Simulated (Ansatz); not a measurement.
# CH5OSi+ (SMILES O[CH+][SiH3]): functionals against CCSD(T) at one geometry

A test off equilibrium: a structure displaced at random from a GFN2-xTB minimum is computed at several levels, and each is set against CCSD(T).

Program: Ansatz 0.2.0, Gaussian basis. Level of theory: single points in def2-TZVPP. These are calculated values, not measurements.

Correlated methods freeze the cores. B3LYP uses VWN-RPA correlation.

## (1) The system as given

SMILES `O[CH+][SiH3]`, 8 atoms, charge 1, spin multiplicity 1.

Atoms are counted from 1 here; the program's logs count them from 0.

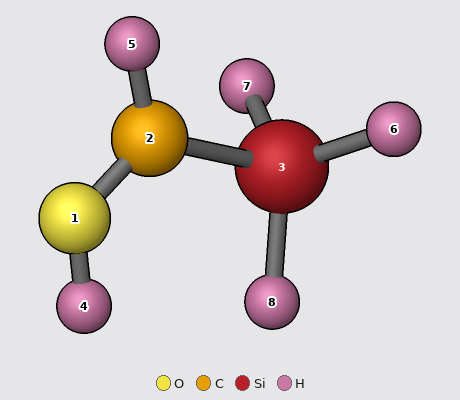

As it starts; oxygen yellow, carbon amber, silicon red, hydrogen pink; atoms are numbered from 1 in the order of the file.

As a file:

```xyz
8
CH5OSi
O    -0.9783    0.4291   -1.4360
C    -0.0057    0.6091   -0.6503
Si    0.4310   -0.4344    0.8946
H    -1.5981   -0.3269   -1.2473
H     0.6023    1.5027   -0.9420
H     0.3321    0.5841    1.9911
H     1.7658   -0.9345    0.5652
H    -0.6636   -1.4236    0.9045
```

## (2) CCSD(T)/def2-TZVPP

run/in.yaml reads:

```yaml
crystal:
  periodic: [false, false, false]
  atoms:
    - {symbol: O, position_ang: [-0.978300, 0.429100, -1.436000]}
    - {symbol: C, position_ang: [-0.005700, 0.609100, -0.650300]}
    - {symbol: Si, position_ang: [0.431000, -0.434400, 0.894600]}
    - {symbol: H, position_ang: [-1.598100, -0.326900, -1.247300]}
    - {symbol: H, position_ang: [0.602300, 1.502700, -0.942000]}
    - {symbol: H, position_ang: [0.332100, 0.584100, 1.991100]}
    - {symbol: H, position_ang: [1.765800, -0.934500, 0.565200]}
    - {symbol: H, position_ang: [-0.663600, -1.423600, 0.904500]}
basis:
  gaussian: {orbitals: def2-TZVPP}
total_charge: 1
correlation: {method: ccsd_t}
output: {forces: true}
```

No record of the launch command was kept for these runs.

## (3) PBE0-D4/def2-TZVPP

run/in.yaml, as its differences from that of step 2:

```diff
@@ -14,3 +14,3 @@
 total_charge: 1
-correlation: {method: ccsd_t}
-output: {forces: true}
+hamiltonian: {xc: pbe0, dispersion: d4}
+output: {forces: true, orbitals: {seedname: orbitals}}
```

## (4) wB97M-V/def2-TZVPP

run/in.yaml, as its differences from that of step 3:

```diff
@@ -14,3 +14,3 @@
 total_charge: 1
-hamiltonian: {xc: pbe0, dispersion: d4}
-output: {forces: true, orbitals: {seedname: orbitals}}
+hamiltonian: {xc: {name: wB97M-V}}
+output: {forces: true}
```

## (5) r2SCAN-D4/def2-TZVPP

run/in.yaml, as its differences from that of step 4:

```diff
@@ -14,3 +14,3 @@
 total_charge: 1
-hamiltonian: {xc: {name: wB97M-V}}
+hamiltonian: {xc: r2scan, dispersion: d4}
 output: {forces: true}
```

## (6) PBE-D4/def2-TZVPP

run/in.yaml, as its differences from that of step 5:

```diff
@@ -14,3 +14,3 @@
 total_charge: 1
-hamiltonian: {xc: r2scan, dispersion: d4}
+hamiltonian: {xc: pbe, dispersion: d4}
 output: {forces: true}
```

## (7) B3LYP-D4/def2-TZVPP

run/in.yaml, as its differences from that of step 6:

```diff
@@ -14,3 +14,3 @@
 total_charge: 1
-hamiltonian: {xc: pbe, dispersion: d4}
+hamiltonian: {xc: {name: B3LYP}, dispersion: d4}
 output: {forces: true}
```

## (8) HSE06-D4/def2-TZVPP

run/in.yaml, as its differences from that of step 7:

```diff
@@ -14,3 +14,3 @@
 total_charge: 1
-hamiltonian: {xc: {name: B3LYP}, dispersion: d4}
+hamiltonian: {xc: hse06, dispersion: d4}
 output: {forces: true}
```

(Steps that only read results are left out.)

Q: Predict the outcome of this session. Wanted: energy less free atoms, CCSD(T)/def2-TZVPP; RMS force component; RMS force error; HOMO and LUMO, PBE0-D4; T1 diagnostic.

As calculated:

| quantity | value |
| --- | --- |
| energy less free atoms, CCSD(T)/def2-TZVPP | -19.113 eV |
| RMS force component | 0.310 to 0.395 eV/Å over the methods |
| RMS force error | PBE0-D4 0.203, wB97M-V 0.146, r2SCAN-D4 0.134, PBE-D4 0.240, B3LYP-D4 0.115, HSE06-D4 0.201 eV/Å |
| HOMO and LUMO, PBE0-D4 | -15.56 and -9.06 eV |
| T1 diagnostic | 0.018 |

**Reading.** Against CCSD(T) the functionals' energies less atoms differ by -1.019 to -0.454 eV, PBE-D4 by -1.019 eV. The reference is not at the basis limit: in triple zeta CCSD(T) underbinds, which counts against methods that bind more; the gaps are no ranking. On forces the order runs from B3LYP-D4 to PBE-D4. Frozen-core CCSD(T) forces in triple zeta carry basis errors of their own, and this is one geometry, so small gaps rank nothing.
